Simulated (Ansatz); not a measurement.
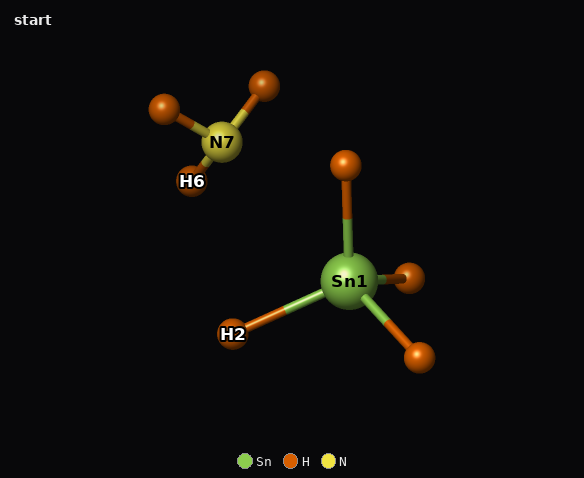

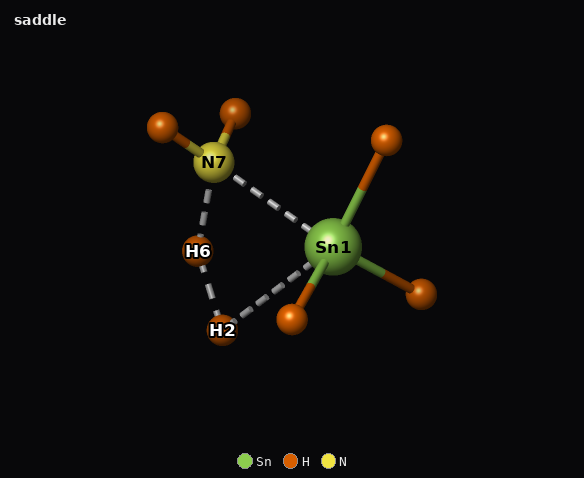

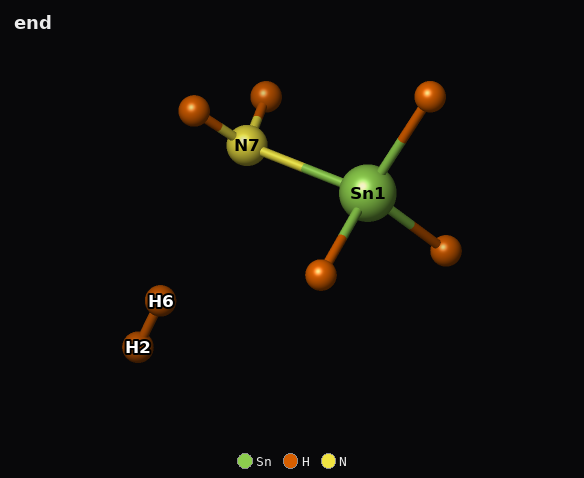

A saddle point and the two end points reached downhill from it. Broken sticks mark bonds that form or break. The species is neutral and a spin singlet. Geometries: PBE0-D4/def2-TZVP; all other levels are single points on them, and energies count from the start as drawn. Program: Ansatz 0.2.0, core potentials on Sn. In CBS estimates cores are frozen, and CCSD(T) − MP2 is taken in the smaller basis.

Which bonds form and which break from start to end?

Formed: Sn1–N7, H2–H6; broken: Sn1–H2, H6–N7. At the saddle point Sn1···N7 is 2.18 Å, H2···H6 is 1.10 Å, Sn1···H2 is 2.22 Å, H6···N7 is 1.24 Å.

Give the electronic barrier and the reaction energy from start to end in eV (no zero-point energy) with CCSD(T)/CBS (MP2 limit from def2-TZVPP and def2-QZVPP plus CCSD(T) − MP2); r2SCAN0-D4/def2-TZVPP; RHF-MP2 (frozen core)/def2-QZVPP; PBE0-D4/def2-TZVPP; B3LYP-D4/def2-TZVPP.

```tsv
level	barrier	reaction energy
CCSD(T)/CBS (MP2 limit from def2-TZVPP and def2-QZVPP plus CCSD(T) − MP2)	2.001	+0.388
r2SCAN0-D4/def2-TZVPP	1.973	+0.502
RHF-MP2 (frozen core)/def2-QZVPP	2.000	+0.334
PBE0-D4/def2-TZVPP	1.895	+0.503
B3LYP-D4/def2-TZVPP	1.958	+0.452
```
